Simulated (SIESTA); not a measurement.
Band structure of Mo3Si (Pm-3n, 8 atoms in the cell).

```xyz
8
Lattice="4.9389 0.0000 0.0000 0.0000 4.9389 0.0000 0.0000 0.0000 4.9389" Properties=species:S:1:pos:R:3 pbc="T T T"
Si     2.4695     2.4695     2.4695
Si     0.0000     0.0000     0.0000
Mo     1.2347     0.0000     2.4695
Mo     2.4695     1.2347     0.0000
Mo     2.4695     3.7042     0.0000
Mo     3.7042     0.0000     2.4695
Mo     0.0000     2.4695     3.7042
Mo     0.0000     2.4695     1.2347
```

Computed with GGA PBE, numerical atomic orbitals TZP, PseudoDojo PBE standard norm-conserving potentials (rewritten from UPF to PSML) in SIESTA 5.4.2.

Settings: XC.functional = GGA; XC.authors = PBE; potentials = PseudoDojo PBE standard; PAO.BasisSize = TZP; PAO.EnergyShift = 0.005 Ry; MeshCutoff = 300 Ry; kgrid.MonkhorstPack = 5 5 5; OccupationFunction = MP; OccupationMPOrder = 0; ElectronicTemperature = 200 meV; MaxSCFIterations = 150; SCF.Mixer.Method = Broyden; SCF.Mixer.Weight = 0.2; SCF.Mixer.History = 6.

The starting cell has typed, rounded lattice constants, without a prior relaxation at this level. Its lattice was rescaled by a random factor within 2.5 % of one. Spin polarisation is off. Values carry the incompleteness of an atom-centred basis.

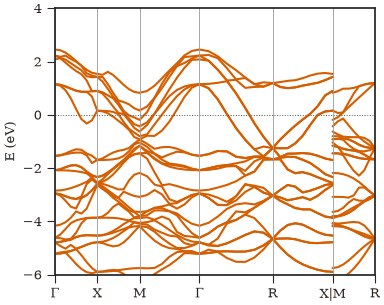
Bands along the path, energies from the Fermi level.

Levels in eV from the Fermi level, bands 43 to 48:
```csv
point,43,44,45,46,47,48
Γ,-1.54,-1.54,1.15,1.15,1.15,2.08
X,-1.70,-1.70,0.15,0.15,0.90,0.90
M,-1.04,-0.92,-0.92,-0.80,-0.63,-0.43
R,-1.25,-1.25,-1.25,-1.25,-1.25,-1.25
```

Bands cross the Fermi level along this path, so the cell is metallic at this level.

Higher empty bands are left out: an atom-centred basis made for the valence describes them poorly.
